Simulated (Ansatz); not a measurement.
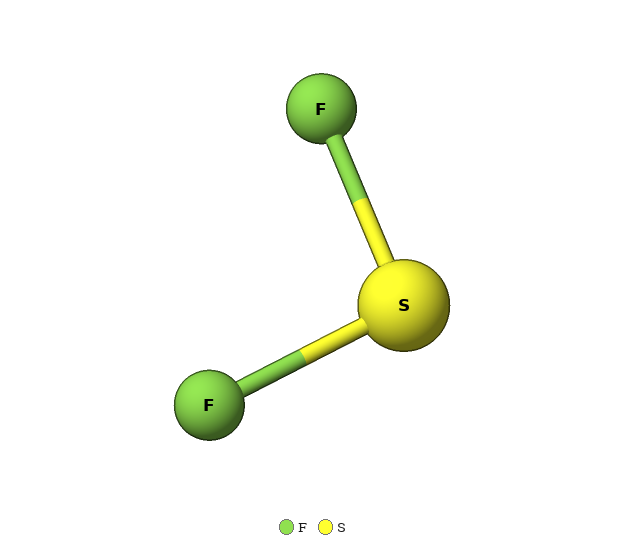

Sticks follow a distance rule. Harmonic vibrations computed with RKS PBE0-D4/def2-TZVP (Ansatz 0.2.0) at a stationary point of the same level.

### How many imaginary frequencies does it have?

A minimum: no imaginary frequency, and the lowest mode lies at 355 cm⁻¹.

### How many vibrational modes are there, and where do they lie?

3 modes: 355, 834, 862 cm⁻¹.
